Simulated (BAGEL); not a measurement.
# C3H4N2 (SMILES C=NCC#N) at B3LYP/cc-pVDZ (density fitting with qzvpp-jkfit)

What is the energy change on altering one bond length of C3H4N2 at B3LYP/cc-pVDZ (density fitting with qzvpp-jkfit)? 

The calculation is run with BAGEL 1.2.2.

**1. The system as given**

The species is C3H4N2 (9 atoms), meant as a singlet with charge 0. As SMILES, `C=NCC#N`. The coordinates come from a GFN2-xTB relaxation. This is one conformer, not always the lowest.

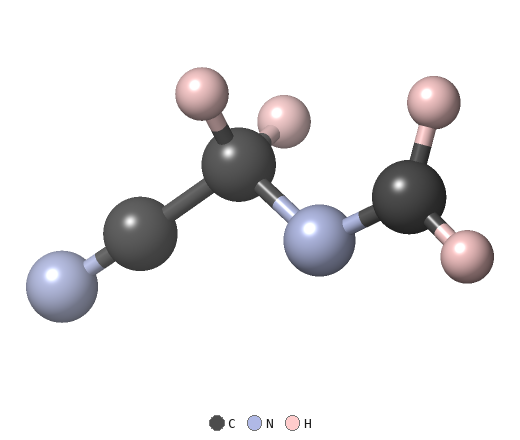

The structure, seen from a chosen angle (carbon dark grey, nitrogen light blue, hydrogen pink).

**2. A single-point energy at B3LYP/cc-pVDZ (density fitting with qzvpp-jkfit)**

Contents of calc.json:

```json
{ "bagel": [

{
  "title": "molecule",
  "basis": "cc-pvdz.json",
  "df_basis": "qzvpp-jkfit",
  "angstrom": true,
  "geometry": [
    { "atom": "C", "xyz": [       0.138350,       0.889150,       1.412320 ] },
    { "atom": "N", "xyz": [      -0.281730,       0.690020,       0.252060 ] },
    { "atom": "C", "xyz": [       0.075390,      -0.520460,      -0.451950 ] },
    { "atom": "C", "xyz": [      -0.495250,      -0.512970,      -1.783380 ] },
    { "atom": "N", "xyz": [      -0.933970,      -0.526470,      -2.837490 ] },
    { "atom": "H", "xyz": [      -0.153600,       1.805200,       1.903000 ] },
    { "atom": "H", "xyz": [       0.784550,       0.207060,       1.977140 ] },
    { "atom": "H", "xyz": [       1.166370,      -0.622080,      -0.546720 ] },
    { "atom": "H", "xyz": [      -0.300120,      -1.409440,       0.075030 ] }
  ]
},

{ "title": "ks", "xc_func": "b3lyp" },

{ "title": "print", "file": "orbitals.molden", "orbitals": true }

]}
```

The basis set cc-pVDZ is read from a file made from the Basis Set Exchange's data (not shown).

Launch:

```bash
$ BAGEL_NUM_THREADS=1 BAGEL calc.json > calc.out
```

What it wrote:

```text
* using 1 threads per process

  ===============================================================
  ===============================================================

  *** Geometry ***

  { "atom" : "C", "xyz" : [      0.261444,      1.680250,      2.668898 ] },
  { "atom" : "N", "xyz" : [     -0.532393,      1.303949,      0.476324 ] },
  { "atom" : "C", "xyz" : [      0.142466,     -0.983527,     -0.854062 ] },
  { "atom" : "C", "xyz" : [     -0.935887,     -0.969373,     -3.370100 ] },
  { "atom" : "N", "xyz" : [     -1.764948,     -0.994884,     -5.362079 ] },
  { "atom" : "H", "xyz" : [     -0.290262,      3.411334,      3.596149 ] },
  { "atom" : "H", "xyz" : [      1.482585,      0.391287,      3.736253 ] },
  { "atom" : "H", "xyz" : [      2.204120,     -1.175561,     -1.033151 ] },
  { "atom" : "H", "xyz" : [     -0.567145,     -2.663456,      0.141786 ] },

  Number of auxiliary basis functions:      451

  Since a DF basis is specified, we compute 2- and 3-index integrals:
    o Being stored without compression. Storage requirement is 0.029 GB

  Number of basis functions:       90
  Number of electrons      :       36

    * METHOD: MOLECULE                             0.22

  *** Kohn-Sham DFT ***

    * Removing 16961 points whose weight is below 1.00e-10
    * Grid points: 117193

  === Nuclear Repulsion ===
   142.6401175938

       - DIIS with orbital gradients will be used.

  === KS iteration (b3lyp / cc-pvdz.json) ===
      0       -191.08868235          0.11503132           0.39
      1       -180.77012997          0.16822846           0.37
      2       -180.52955042          0.17791793           0.37
      3       -215.97519124          0.08465566           0.36
      4       -195.83039989          0.12639450           0.37
      5       -225.96212672          0.01888717           0.37
      6       -226.03163464          0.01621195           0.37
      7       -226.17748779          0.00248081           0.36
      8       -226.17547663          0.00333547           0.36
      9       -226.18120819          0.00089599           0.37
     10       -226.18161669          0.00034558           0.37
     11       -226.18168664          0.00005261           0.37
     12       -226.18168732          0.00004132           0.37
     13       -226.18168818          0.00000643           0.37
     14       -226.18168821          0.00000089           0.37
     15       -226.18168821          0.00000099           0.37
     16       -226.18168821          0.00000009           0.37
     17       -226.18168821          0.00000003           0.37
     18       -226.18168821          0.00000004           0.37
     19       -226.18168821          0.00000000           0.37
    * SCF iteration converged.

    * Permanent dipole moment:
           (   -0.860922,     0.259269,    -1.660342) a.u.

    * METHOD: KS                                   8.15

    * METHOD: PRINT                                0.02

  ===============================================================
```

Run time: 8.7 s. Hardware: 1 thread of Arm Neoverse V1, shared host; peak memory 0.47 GiB.

**3. The distorted shape, same level**

Contents of input.json:

```json
{ "bagel": [

{
  "title": "molecule",
  "basis": "cc-pvdz.json",
  "df_basis": "qzvpp-jkfit",
  "angstrom": true,
  "geometry": [
    { "atom": "C", "xyz": [    0.348392,    0.988716,    1.992456 ] },
    { "atom": "N", "xyz": [   -0.281730,    0.690020,    0.252060 ] },
    { "atom": "C", "xyz": [    0.075390,   -0.520460,   -0.451950 ] },
    { "atom": "C", "xyz": [   -0.495250,   -0.512970,   -1.783380 ] },
    { "atom": "N", "xyz": [   -0.933970,   -0.526470,   -2.837490 ] },
    { "atom": "H", "xyz": [    0.056442,    1.904766,    2.483136 ] },
    { "atom": "H", "xyz": [    0.994592,    0.306626,    2.557276 ] },
    { "atom": "H", "xyz": [    1.166370,   -0.622080,   -0.546720 ] },
    { "atom": "H", "xyz": [   -0.300120,   -1.409440,    0.075030 ] }
  ]
},
{ "title": "ks", "xc_func": "b3lyp" },
{ "title": "print", "file": "orbitals.molden", "orbitals": true }

]}
```

The basis set cc-pVDZ is read from a file made from the Basis Set Exchange's data (not shown).

Launch:

```bash
$ BAGEL_NUM_THREADS=1 BAGEL input.json > input.out
```

What it wrote:

```text
* using 1 threads per process

  ===============================================================
  ===============================================================

  *** Geometry ***

  { "atom" : "C", "xyz" : [      0.658365,      1.868402,      3.765196 ] },
  { "atom" : "N", "xyz" : [     -0.532393,      1.303949,      0.476324 ] },
  { "atom" : "C", "xyz" : [      0.142466,     -0.983527,     -0.854062 ] },
  { "atom" : "C", "xyz" : [     -0.935887,     -0.969373,     -3.370100 ] },
  { "atom" : "N", "xyz" : [     -1.764948,     -0.994884,     -5.362079 ] },
  { "atom" : "H", "xyz" : [      0.106660,      3.599486,      4.692447 ] },
  { "atom" : "H", "xyz" : [      1.879506,      0.579439,      4.832551 ] },
  { "atom" : "H", "xyz" : [      2.204120,     -1.175561,     -1.033151 ] },
  { "atom" : "H", "xyz" : [     -0.567145,     -2.663456,      0.141786 ] },

  Number of auxiliary basis functions:      451

  Since a DF basis is specified, we compute 2- and 3-index integrals:
    o Being stored without compression. Storage requirement is 0.029 GB

  Number of basis functions:       90
  Number of electrons      :       36

    * METHOD: MOLECULE                             0.22

  *** Kohn-Sham DFT ***

    * Removing 15839 points whose weight is below 1.00e-10
    * Grid points: 118315

  === Nuclear Repulsion ===
   131.9038651927

       - DIIS with orbital gradients will be used.

  === KS iteration (b3lyp / cc-pvdz.json) ===
      0       -184.94365293          0.10477784           0.39
      1       -134.65951260          0.13112485           0.37
      2       -143.01698136          0.14876766           0.37
      3       -208.27103071          0.09033034           0.37
      4       -217.61076747          0.11262996           0.37
      5       -210.81702452          0.11710250           0.37
      6       -224.55076195          0.04620497           0.37
      7       -220.78150182          0.06750502           0.37
      8       -224.47747829          0.04402576           0.37
      9       -213.46480564          0.07189867           0.37
     10       -224.92218882          0.03554606           0.37
     11       -225.30537051          0.02912899           0.36
     12       -225.35335243          0.02825663           0.37
     13       -225.46698944          0.02640552           0.37
     14       -225.73856059          0.01993885           0.37
     15       -225.96289570          0.00895787           0.37
     16       -226.00883148          0.00279003           0.37
     17       -226.01201396          0.00136039           0.36
     18       -226.01220621          0.00130192           0.37
     19       -226.01295251          0.00048682           0.38
     20       -226.01308640          0.00009165           0.38
     21       -226.01309041          0.00002756           0.38
     22       -226.01309085          0.00000244           0.38
     23       -226.01309086          0.00000071           0.37
     24       -226.01309086          0.00000081           0.37
     25       -226.01309086          0.00000052           0.38
     26       -226.01309086          0.00000058           0.38
     27       -226.01309086          0.00000008           0.37
     28       -226.01309086          0.00000002           0.38
     29       -226.01309086          0.00000001           0.37
     30       -226.01309086          0.00000000           0.38
    * SCF iteration converged.

    * Permanent dipole moment:
           (   -0.955899,     0.317669,    -1.789417) a.u.

    * METHOD: KS                                  12.32

    * METHOD: PRINT                                0.02

  ===============================================================
```

Wall time 13 s (1 thread of Arm Neoverse V1, shared host); peak memory 0.48 GiB.

**4. Outcome**

Level: B3LYP/cc-pVDZ (density fitting with qzvpp-jkfit).

| quantity | value |
| --- | --- |
| first shape: total energy | -226.18169 Eh |
| first shape: dipole moment | 4.80 D |
| first shape: HOMO energy | -7.56 eV |
| first shape: LUMO energy | -1.13 eV |
| first shape: HOMO–LUMO gap | 6.43 eV |
| distorted shape: total energy | -226.01309 Eh |
| distorted shape: dipole moment | 5.22 D |
| distorted shape: HOMO energy | -6.93 eV |
| distorted shape: LUMO energy | -3.59 eV |
| distorted shape: HOMO–LUMO gap | 3.34 eV |
| energy change with the C1–N2 bond stretched from 1.250 to 1.875 Å | 4.588 eV |

**Reading.** With the C1–N2 bond stretched from 1.250 to 1.875 Å the energy rises by 4.59 eV (106 kcal/mol). The first shape isn't relaxed at this level, so the change isn't measured from a minimum. A restricted reference can't describe the breaking bond well at this length.
